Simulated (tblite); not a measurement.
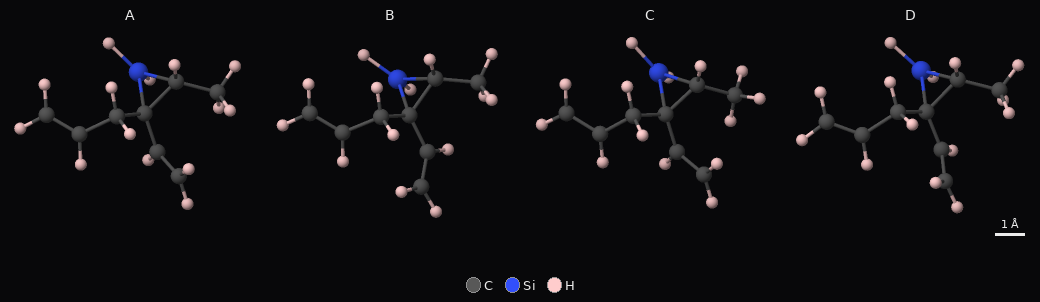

4 geometries from one relaxation of C₈H₁₄Si, in shuffled order. A ball-and-stick model, seen at a tilt.

The calculation used GFN2-xTB geometry optimisation, gas phase (tblite 0.8.0). 

Order the frames from highest to lowest energy.

Answer. C, A, D, B. They are steps 0, 73, 112, 192, at +80.8 kJ/mol, +10.9 kJ/mol, +6.38 kJ/mol relative to the last. The energy falls by 80.8 kJ/mol in 192 geometry steps. The atom that moves furthest after the best rigid fit is an H atom (2.16 Å). By element the largest moves are H 2.16 Å, C 0.90 Å, Si 0.48 Å. Near-neighbour distances that change, for instance: C–C 1.490 → 1.550 Å, C–Si 1.869 → 1.919 Å, C–C 1.366 → 1.320 Å, C–H 1.126 → 1.095 Å. Bond angles that change, for instance: Si–C–C 109.1° → 123.9°, C–C–H 122.1° → 111.6°, C–C–H 123.4° → 114.4°. Groups turn about C–C by about 85°, C–C by about 45°. Cost: 1.8 s on 1 thread of Arm Neoverse V1 (shared host).
